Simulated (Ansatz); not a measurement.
**CHClFNSi (SMILES FC1=N[SiH]1Cl) at HF/6-31G(d) (spherical functions)**

What is the vertical ionisation energy of CHClFNSi at HF/6-31G* (spherical functions)? 

The calculation is run with Ansatz 0.2.0.

153 further runs of the same task are left out: 153 set aside as unsound or not needed. Runs told in other sessions of the task aren't counted.

## 1. Starting point

CHClFNSi: 6 atoms, total charge 0, spin state singlet. SMILES: `FC1=N[SiH]1Cl`. The shape is that of a PBE0-D4/def2-TZVP optimisation.

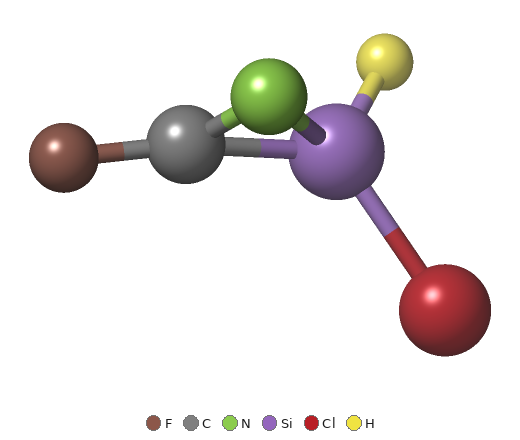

The structure, seen from a chosen angle (fluorine brown, carbon grey, nitrogen green, silicon purple, chlorine red, hydrogen yellow).

## 2. A single-point energy at HF/6-31G(d) (spherical functions)

molecule.yaml

```yaml
crystal:
  periodic: [false, false, false]
  atoms:
    - {symbol: F, position_ang: [0.158300, -2.281300, -0.638700]}
    - {symbol: C, position_ang: [0.216600, -1.043700, -0.212100]}
    - {symbol: N, position_ang: [1.240300, -0.391700, 0.161000]}
    - {symbol: Si, position_ang: [-0.233900, 0.593200, 0.234800]}
    - {symbol: Cl, position_ang: [-0.525700, 2.070200, -1.116500]}
    - {symbol: H, position_ang: [-0.813600, 0.989400, 1.525400]}
basis:
  gaussian: {orbitals: 6-31G_st_-spherical.json}
hamiltonian: {xc: hf}
accuracy: high
output: {orbitals: {seedname: orbitals}}
```

The basis set 6-31G* is read from a file made from the Basis Set Exchange's data (not shown).

Started as:

```bash
$ ansatz run molecule.yaml --threads 1 --pin off --max-ram 3480MiB --events-out events.jsonl --progress --plain --runs-dir runs
```

Log:

```text
Warning: RAYON_NUM_THREADS=1 ignored (pool sized by the plan → 1); use --threads N
Functional definition: HF
  name "HF"
  exchange = exact_x
  correlation = 0
1730 factors; integrals over basis functions are off by at most 8.7e-9 eV
mean field evaluation 1: about -25594.9586 eV, gradient 3.6e1 eV
mean field evaluation 2: about -25595.1112 eV, gradient 3.6e1 eV
mean field evaluation 4: about -25598.1925 eV, gradient 3.5e0 eV
mean field evaluation 8: about -25598.2567 eV, gradient 2.1e-1 eV
mean field -25598.25701674 eV, -940.7185942432 hartree, gradient 6.7e-8 eV, S^2 0.000000; 0 other end points of the search recorded, 0 dependent functions left out
reference -25598.25701674 eV, -940.7185942432 hartree; 27, 27 occupied and 53, 53 virtual orbitals, 1730 factors
Total energy: -25598.25701674 eV, -940.7185942432 hartree
```

Run time: 2.2 s. Hardware: 1 thread of Arm Neoverse V1, shared host; peak memory 0.21 GiB.

## 3. The doublet cation

in.yaml

```yaml
crystal:
  periodic: [false, false, false]
  atoms:
    - symbol: F
      position_ang: [0.158300, -2.281300, -0.638700]
    - symbol: C
      position_ang: [0.216600, -1.043700, -0.212100]
    - symbol: "N"
      position_ang: [1.240300, -0.391700, 0.161000]
    - symbol: Si
      position_ang: [-0.233900, 0.593200, 0.234800]
    - symbol: Cl
      position_ang: [-0.525700, 2.070200, -1.116500]
    - symbol: H
      position_ang: [-0.813600, 0.989400, 1.525400]
basis:
  gaussian:
    orbitals: 6-31G_st_-spherical.json
total_charge: 1
magnetization:
  spin_polarized: true
  initial_magnetization: 1
hamiltonian:
  xc: hf
accuracy: high
output:
  orbitals: {seedname: orbitals}
```

The basis set 6-31G* is read from a file made from the Basis Set Exchange's data (not shown).

Started as:

```bash
$ ansatz run in.yaml --threads 1 --pin off --max-ram 3480MiB --events-out events.jsonl --progress --plain --runs-dir runs
```

Log:

```text
Warning: RAYON_NUM_THREADS=1 ignored (pool sized by the plan → 1); use --threads N
Functional definition: HF
  name "HF"
  exchange = exact_x
  correlation = 0
1729 factors; integrals over basis functions are off by at most 8.7e-9 eV
mean field evaluation 1: about -25584.6958 eV, gradient 2.9e1 eV
mean field evaluation 2: about -25584.7143 eV, gradient 2.9e1 eV
mean field evaluation 4: about -25588.7779 eV, gradient 3.4e0 eV
mean field evaluation 8: about -25589.0945 eV, gradient 5.8e-1 eV
mean field evaluation 16: about -25589.1247 eV, gradient 2.8e-6 eV
mean field evaluation 32: about -25586.2562 eV, gradient 3.2e0 eV
mean field -25589.12467475 eV, -940.3829868655 hartree, gradient 3.6e-8 eV, S^2 0.797855; 0 other end points of the search recorded, 0 dependent functions left out
reference -25589.12467475 eV, -940.3829868655 hartree; 27, 26 occupied and 53, 54 virtual orbitals, 1729 factors
Total energy: -25589.12467475 eV, -940.3829868655 hartree
```

Wall time 5.4 s (1 thread of Arm Neoverse V1, shared host); peak memory 0.28 GiB.

## 4. Results

Level: HF/6-31G* (spherical functions).

| quantity | value |
| --- | --- |
| singlet CHClFNSi: total energy | -940.71859 Eh |
| singlet CHClFNSi: HOMO energy | -10.91 eV |
| singlet CHClFNSi: LUMO energy | 2.59 eV |
| singlet CHClFNSi: HOMO–LUMO gap | 13.50 eV |
| doublet cation: total energy | -940.38299 Eh |
| doublet cation: HOMO energy (highest over α and β) | -18.51 eV |
| doublet cation: LUMO energy (lowest over α and β) | -7.42 eV |
| doublet cation: ⟨S²⟩ | 0.798 |
| vertical ionisation energy (to the doublet cation) | 9.132 eV |

In words: Removing an electron at fixed nuclei costs 9.13 eV (881 kJ/mol). −ε(HOMO) before ionisation, 10.91 eV, is 1.78 eV above this ionisation energy.
